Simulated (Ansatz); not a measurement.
**Sn3GeSe: a trial structure relaxed**

Where does this trial cell of Sn3GeSe go when cell and atoms are let free?

Method: DFT PBE, scalar-relativistic, plane waves, PAW, in Ansatz 0.2.0.

### 1 Starting point

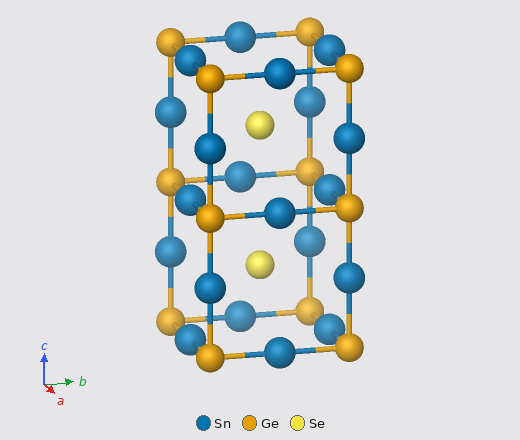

The starting structure, seen slightly off an axis (tin blue, germanium amber, selenium yellow). 1×1×2 cells are drawn. Atoms on the faces are drawn again on the opposite ones.

Structure file:

```
CELL_PARAMETERS angstrom
5.31924 0.00000 0.00000
0.00000 5.31924 0.00000
0.00000 0.00000 5.31924
ATOMIC_POSITIONS crystal
Sn 0.50000 0.00000 0.00000
Sn 0.00000 0.50000 0.00000
Sn 0.00000 0.00000 0.50000
Ge 0.00000 0.00000 0.00000
Se 0.50000 0.50000 0.50000
```

The cell is invented: random cell by space group and Wyckoff sites (Pm-3m, No. 221). Lengths come from tabulated atomic sizes and are only a guess.

### 2 A first look at the guess

The input, input.yaml:

```yaml
crystal:
  lattice:
    - [5.31924374, 0.0, 0.0]
    - [0.0, 5.31924374, 0.0]
    - [0.0, 0.0, 5.31924374]
  atoms:
    - { symbol: Sn, position: [0.5, 0.0, 0.0] }
    - { symbol: Sn, position: [0.0, 0.5, 0.0] }
    - { symbol: Sn, position: [0.0, 0.0, 0.5] }
    - { symbol: Ge, position: [0.0, 0.0, 0.0] }
    - { symbol: Se, position: [0.5, 0.5, 0.5] }
basis:
  ecutwfc: 420
kpoints:
  mp_grid: { grid: [4, 4, 4] }
hamiltonian:
  xc: pbe
scf:
  occupations: { method: gaussian, width: 0.1 }
  lower_state_search: "off"
output:
  forces: true
  stress: true
  eigenvalues: true
```

Run with:

```
$ ansatz run input.yaml --threads 1 --pin off --max-ram 2560MiB --backend cpu --events-out ev --progress --plain --runs-dir out
```

What it wrote, cut to the lines that bear on the results:

```text
[...]
SCF converged after 9 iterations
Free energy (F): -27834.649569 eV
[...]
E sigma→0 (E₀):  -27834.643733 eV
Entropy (-TS):   -0.011672 eV (-2.334 meV/atom)
Fermi energy:    8.081923 eV
[...]
--- Forces (eV/Å), atoms counted from 1 ---
  atom   1  Sn     0.00000000    -0.00000000    -0.00000000
  atom   2  Sn     0.00000000    -0.00000000    -0.00000000
  atom   3  Sn     0.00000000     0.00000000    -0.00000000
  atom   4  Ge    -0.00000000     0.00000000     0.00000000
  atom   5  Se     0.00000000    -0.00000000     0.00000000
[...]
--- Stress (GPa, compression-positive) ---
        1.829815       0.000000       0.000000
        0.000000       1.829815       0.000000
       -0.000000       0.000000       1.829815
  P = ⅓ Tr σ = 1.8298 GPa (18.298 kbar)
--- Band table (eV; the first three rows and the last of 10) ---
[...]
```

Wall time 2.3 s (1 thread of Intel Xeon 6975P-C (Granite Rapids), shared host); peak memory 0.48 GiB.

Read-out: pressure 1.8 GPa, largest force 0.00 eV/Å, gap on this mesh none (metal). A cheap, loose relaxation comes first.

### 3 Rough relaxation on the coarse mesh

Changes to input.yaml since step 2:

```diff
@@ -24 +24,6 @@
   eigenvalues: true
+relax:
+  adjacent_minimum: "off"
+  f_tol: 0.04
+  max_steps: 70
+  cell: { stress_tol: 0.4 }
```

Run with:

```
$ ansatz run input.yaml --threads 1 --pin off --max-ram 2560MiB --backend cpu --events-out ev --progress --plain --runs-dir out
```

What it wrote, cut to the lines that bear on the results:

```text
Warning: RAYON_NUM_THREADS=1 ignored (pool sized by the plan → 1); use --threads N
[...]
Pseudopotentials: kind: paw
Pseudopotential: Sn, paw, valence charge 14, recommended cutoff 420 eV (normal), Sn.paw.azcp
Pseudopotential: Ge, paw, valence charge 14, recommended cutoff 420 eV (normal), Ge.paw.azcp
Pseudopotential: Se, paw, valence charge 16, recommended cutoff 420 eV (normal), Se.paw.azcp
Functional definition: PBE
[...]
Crystal: 5 atoms, lattice volume = 150.505 Å³
Basis set: ecut = 420 eV, 2945 PW (Γ), exchange–correlation on 72×72×72 points (8 copies of the dense FFT grid, shifted against one another)
Bands: 44, of which v1, the nominal top of the filled ones, is band 36 counted from 1 (35 counted from 0)
Symmetry: 48 space group operations
Space group: Pm-3m (ITA 221), of the structure as read, at distance tolerance 5.3e-5 Å
k-points: 10 of 64
[...]
        0.040970       0.000000       0.000000
        0.000000       0.040970      -0.000000
        0.000000      -0.000000       0.040970
  P = ⅓ Tr σ = 0.0410 GPa (0.410 kbar)
--- Band table (eV; the first three rows and the last of 10) ---
[...]
--- Relaxed structure (2 steps of the walk, 2 accepted, 1 SCFs on fresh bases) ---
  F+E_penalty+E_count = -27834.68768059 eV   max|allowed force component| = 1.497e-29 eV/Å   (the final SCF, on the basis selected at the relaxed cell)
  cell:  # Å, volume = 157.2651 Å³
    - [5.397724983054073, -2.5679065925163143e-34, 5.135813185032629e-34]
    - [-5.135813185032629e-34, 5.397724983054073, 0.0]
    - [5.135813185032629e-34, 0.0, 5.397724983054073]
  atoms:
    - { symbol: Sn, position: [0.5, 1.2917543635641982e-36, 2.262927352229231e-37] }
    - { symbol: Sn, position: [-3.3943910283438735e-36, 0.5, 3.2058137489914405e-37] }
    - { symbol: Sn, position: [-4.337277425106069e-36, 1.857486201621511e-36, 0.5] }
    - { symbol: Ge, position: [-1.30118322753182e-35, 5.374452461544472e-37, 3.2058137489914405e-37] }
    - { symbol: Se, position: [0.5, 0.5, 0.5] }
```

Wall time 7.8 s (1 thread of Intel Xeon 6975P-C (Granite Rapids), shared host); peak memory 0.51 GiB.

Step by step:

```csv
step,energy from step 1 (eV/cell),largest force component (eV/Å),pressure (GPa),volume (Å³)
1,0.0000,0.0000,1.83,150.50
2,-0.0370,0.0000,0.04,157.27
3,-0.0381,0.0000,0.04,157.27
```

Step 1 is the start. Step 3 repeats the geometry before it on a plane-wave basis chosen anew for that cell, so its energy need not be comparable with the rows above.

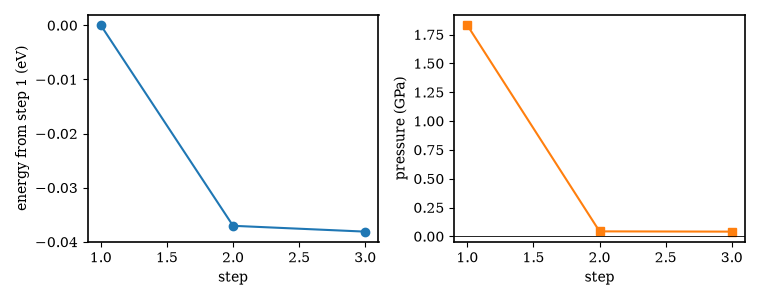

Energy and pressure along the relaxation.

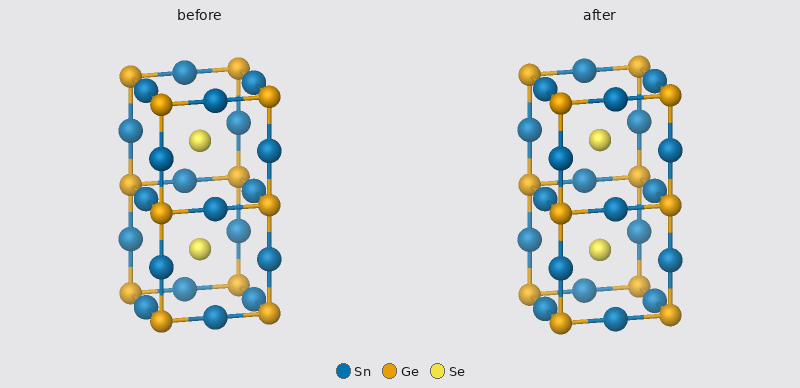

The structure before (left) and after (right) the relaxation, drawn at the same scale. The change is too small to see at this scale.

|  | before | after | change |
| --- | --- | --- | --- |
| a (Å) | 5.319 | 5.398 | +1.5 % |
| b (Å) | 5.319 | 5.398 | +1.5 % |
| c (Å) | 5.319 | 5.398 | +1.5 % |
| volume (Å³/atom) | 30.10 | 31.45 | +4.5 % |
| shortest distance (Å) | 2.660 | 2.699 | +1.5 % |
| space group (0.01 Å) | Pm-3m | Pm-3m | same |

The run keeps the 48 symmetry operations of the start, so it could not have lowered the symmetry.

### 4 Full relaxation

The end of the coarse run is made exact in the group found at a tolerance of 0.06 Å and reduced to its primitive cell.

The input, input.yaml:

```yaml
crystal:
  lattice:
    - [5.3977249831, 0.0, 0.0]
    - [0.0, 5.3977249831, 0.0]
    - [0.0, 0.0, 5.3977249831]
  atoms:
    - { symbol: Sn, position: [0.5, 0.0, 0.0] }
    - { symbol: Sn, position: [0.0, 0.5, 0.0] }
    - { symbol: Sn, position: [0.0, 0.0, 0.5] }
    - { symbol: Ge, position: [0.0, 0.0, 0.0] }
    - { symbol: Se, position: [0.5, 0.5, 0.5] }
basis:
  ecutwfc: 420
kpoints:
  mp_grid: { grid: [8, 8, 8] }
hamiltonian:
  xc: pbe
scf:
  occupations: { method: gaussian, width: 0.1 }
output:
  forces: true
  stress: true
  eigenvalues: true
  write_density: true
  write_potential: true
  elf: true
  volumetric_format: npy
relax:
  adjacent_minimum: "off"
  f_tol: 0.01
  max_steps: 80
  cell: { stress_tol: 0.05 }
```

Run with:

```
$ ansatz run input.yaml --threads 1 --pin off --max-ram 2560MiB --backend cpu --events-out ev --progress --plain --runs-dir out
```

What it wrote, cut to the lines that bear on the results:

```text
Warning: RAYON_NUM_THREADS=1 ignored (pool sized by the plan → 1); use --threads N
[...]
Pseudopotentials: kind: paw
Pseudopotential: Sn, paw, valence charge 14, recommended cutoff 420 eV (normal), Sn.paw.azcp
Pseudopotential: Ge, paw, valence charge 14, recommended cutoff 420 eV (normal), Ge.paw.azcp
Pseudopotential: Se, paw, valence charge 16, recommended cutoff 420 eV (normal), Se.paw.azcp
Functional definition: PBE
[...]
Crystal: 5 atoms, lattice volume = 157.265 Å³
Basis set: ecut = 420 eV, 3071 PW (Γ), exchange–correlation on 80×80×80 points (8 copies of the dense FFT grid, shifted against one another)
Bands: 44, of which v1, the nominal top of the filled ones, is band 36 counted from 1 (35 counted from 0)
Symmetry: 48 space group operations
Space group: Pm-3m (ITA 221), of the structure as read, at distance tolerance 5.4e-5 Å
k-points: 35 of 512
[...]
        0.047431      -0.000000      -0.000000
       -0.000000       0.047431      -0.000000
       -0.000000      -0.000000       0.047431
  P = ⅓ Tr σ = 0.0474 GPa (0.474 kbar)
--- Band table (eV; the first three rows and the last of 35) ---
[...]
--- Relaxed structure (2 steps of the walk, 2 accepted, 1 SCFs on fresh bases) ---
  F+E_penalty+E_count = -27834.29618018 eV   max|allowed force component| = 9.420e-30 eV/Å   (the final SCF, on the basis selected at the relaxed cell)
  cell:  # Å, volume = 158.1024 Å³
    - [5.407287625267993, -8.024708101613482e-35, 3.209883240645393e-35]
    - [-8.024708101613482e-35, 5.407287625267993, 0.0]
    - [3.209883240645393e-35, 0.0, 5.407287625267993]
  atoms:
    - { symbol: Sn, position: [0.5, -4.692344464569462e-37, 2.7875313650907693e-38] }
    - { symbol: Sn, position: [3.34503763810891e-37, 0.5, -6.504239851878456e-38] }
    - { symbol: Sn, position: [3.3450376381089165e-37, -1.9048130994786907e-37, 0.5] }
    - { symbol: Ge, position: [-2.230025092072613e-37, 1.5796011068847676e-37, 4.645885608484611e-39] }
    - { symbol: Se, position: [0.5, 0.5, 0.5] }
```

It took 27 s on 1 thread of Intel Xeon 6975P-C (Granite Rapids), shared host; peak memory 0.61 GiB.

Step by step:

| step | E - E(step 1) (eV/cell) | largest force component (eV/Å) | pressure (GPa) | volume (Å³) |
| --- | --- | --- | --- | --- |
| 1 | 0.0000 | 0.0000 | 0.22 | 157.27 |
| 2 | -0.0006 | 0.0000 | 0.05 | 158.10 |
| 3 | -0.0007 | 0.0000 | 0.05 | 158.10 |

Step 1 is the start. Step 3 repeats the geometry before it on a plane-wave basis chosen anew for that cell, so its energy need not be comparable with the rows above.

|  | before | after | change |
| --- | --- | --- | --- |
| a (Å) | 5.398 | 5.407 | +0.2 % |
| b (Å) | 5.398 | 5.407 | +0.2 % |
| c (Å) | 5.398 | 5.407 | +0.2 % |
| volume (Å³/atom) | 31.45 | 31.62 | +0.5 % |
| shortest distance (Å) | 2.699 | 2.704 | +0.2 % |
| space group (0.01 Å) | Pm-3m | Pm-3m | same |

Forces and stress were held to the start's 48 operations: a distortion of lower symmetry was not tested.

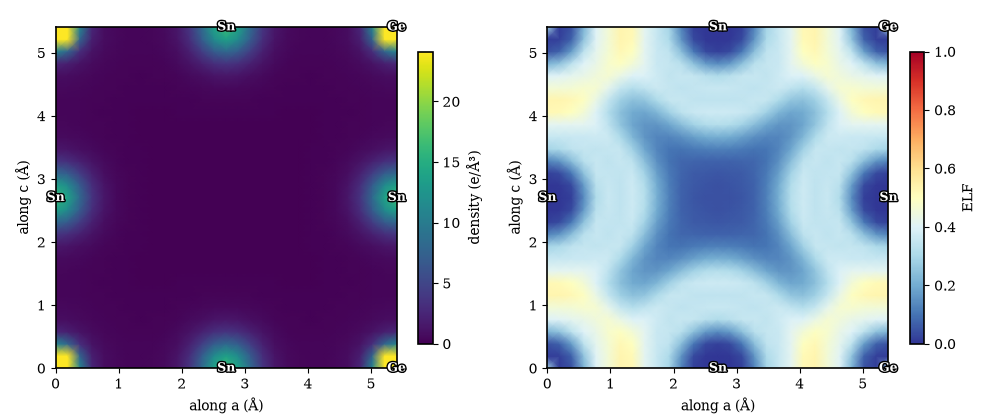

Density (left) and ELF (right) in a lattice plane of the grid's cell (edges 5.41 and 5.41 Å, at 0.000 of the third edge), which holds Sn and Ge. Only atoms in the plane are labelled; the density scale stops at 24.12 e/Å³. Both are smooth fields of the valence electrons: close to the nuclei they are not physical.

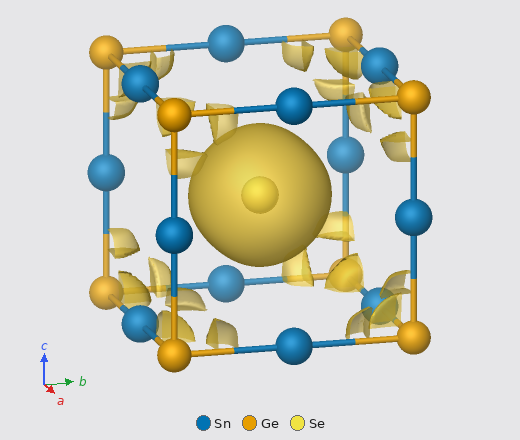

Surface of ELF = 0.47, drawn in one cell.

The highest ELF values outside the cores: 0.80 in the shell around Se, 0.9 Å from Se; 0.53 on the Ge–Sn line, 1.2 Å from Ge.

### 5 Results

```
                              quantity                                                                      value
symmetry at the end (tolerance 0.05 Å)                                                space group Pm-3m (No. 221)
                     conventional cell  a = 5.407 Å, b = 5.407 Å, c = 5.407 Å, α = 90.00°, β = 90.00°, γ = 90.00°
                                volume                                                              31.62 Å³/atom
     energy over the elements, grey Sn                                                              +0.48 eV/atom
                       gap on the mesh                                                               none (metal)
```

**Reading.** The space group Pm-3m (No. 221) is kept, and the volume per atom grows by 5.0 % from the first guess. The formation energy is positive, so the separate elements lie lower. No finished test with a distortion of lower symmetry is shown, so the end may be a saddle point.
